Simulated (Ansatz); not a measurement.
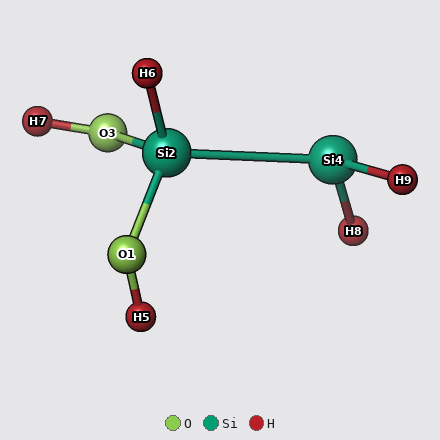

The system is H₅O₂Si₂, SMILES O[SiH](O)[SiH2], spin multiplicity 2; the picture shows the reference structure. First axis: dihedral Si4–Si2–O3–H7. Second axis: dihedral H5–O1–Si2–Si4. Nothing is relaxed (all other coordinates rigid). The grid has 10 × 10 points. Energies are in meV, from the relaxed molecule at the same level. Level of theory: UKS B3LYP-D4/def2-SVP (Ansatz 0.2.0).

Its coordinates:

```tsv
atom	x (Å)	y (Å)	z (Å)
O	0.9521	1.3479	-0.6807
Si	0.6299	-0.0047	0.2470
O	1.0419	-1.4218	-0.5337
Si	-1.6396	-0.2958	0.7356
H	0.4216	1.4621	-1.4791
H	1.4506	0.2162	1.4681
H	1.9747	-1.5434	-0.7529
H	-2.4721	-0.6786	-0.4465
H	-2.2707	0.8718	1.4253
```

Range: dihedral Si4–Si2–O3–H7 from −180 to 144°; dihedral H5–O1–Si2–Si4 from −180 to 144°.

What landscape does the calculation give?

The lowest grid point is at dihedral Si4–Si2–O3–H7 = −180°, dihedral H5–O1–Si2–Si4 = −36°, 8 meV from the relaxed molecule at the same level. The bottom of the well lies between grid points, at about dihedral Si4–Si2–O3–H7 = −175°, dihedral H5–O1–Si2–Si4 = −50°, about 7.1 meV lower on the interpolated surface. Higher local minima lie near dihedral Si4–Si2–O3–H7 = 0°, dihedral H5–O1–Si2–Si4 = −72° (77 meV above the lowest at that grid point); dihedral Si4–Si2–O3–H7 = −180°, dihedral H5–O1–Si2–Si4 = 108° (90 meV above the lowest at that grid point); dihedral Si4–Si2–O3–H7 = 36°, dihedral H5–O1–Si2–Si4 = 144° (111 meV above the lowest at that grid point). The highest grid point, dihedral Si4–Si2–O3–H7 = −72°, dihedral H5–O1–Si2–Si4 = 72°, lies 262 meV above the lowest. On the interpolated surface the easiest way out of the lowest well to the well at about dihedral Si4–Si2–O3–H7 = 10°, dihedral H5–O1–Si2–Si4 = −60° passes a barrier of about 102 meV, counted from the interpolated bottom of the well. Round the minimum the two coordinates are weakly coupled (coupling 0.14 in units of the two stiffnesses).

```csv
"dihedral H5–O1–Si2–Si4 ↓, dihedral Si4–Si2–O3–H7 →",−180,−144,−108,−72,−36,0,36,72,108,144
144,100,133,182,191,166,141,119,125,134,113
108,98,145,215,234,201,163,140,149,151,115
72,121,160,234,270,251,209,172,174,180,145
36,124,149,210,254,258,228,184,173,176,149
0,73,96,147,182,192,178,147,138,133,99
−36,8,33,87,111,107,99,93,107,101,46
−72,22,39,93,113,97,85,95,138,150,83
−108,112,107,149,169,155,136,138,191,234,185
−144,167,153,179,196,190,171,153,184,234,221
−180,139,145,173,184,175,156,130,140,169,165
```

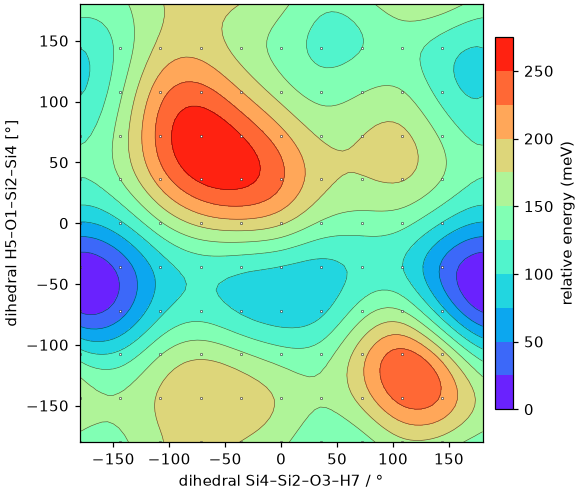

The picture shows filled contours, dots at the grid points. Between grid points the surface is interpolated.

The whole map (100 points run) took 11 min on 1 thread of Arm Neoverse V2, on a shared host.
